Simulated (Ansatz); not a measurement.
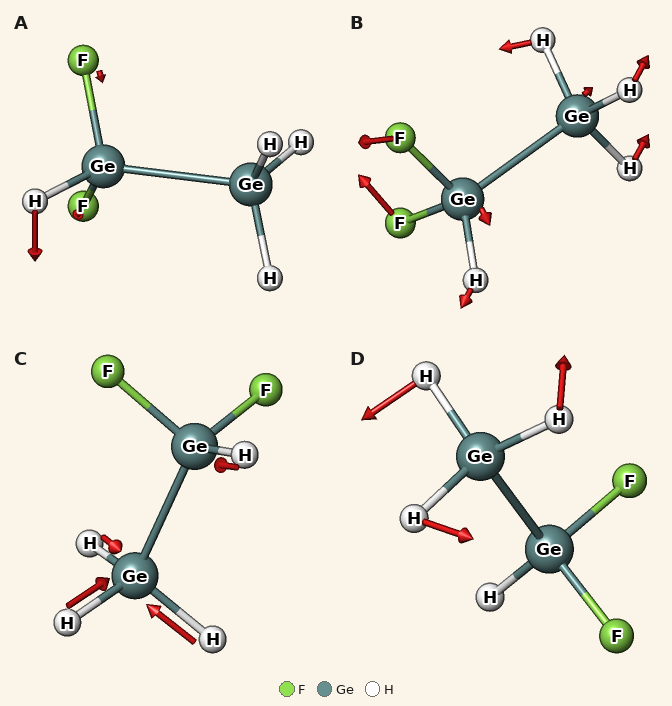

4 normal modes of one molecule or complex, as arrows. Harmonic vibrations computed with RKS PBE0-D4/def2-TZVP (Ansatz 0.2.0) at a stationary point of the same level.

> Match the panels to the wavenumbers 64 cm⁻¹, 231 cm⁻¹, 703 cm⁻¹, 2169 cm⁻¹.

A: 703 cm⁻¹
B: 231 cm⁻¹, F–Ge–F bending
C: 2169 cm⁻¹, in-phase stretching of 4 Ge–H bonds
D: 64 cm⁻¹, a torsion or out-of-plane motion in which bond lengths and bond angles hardly change
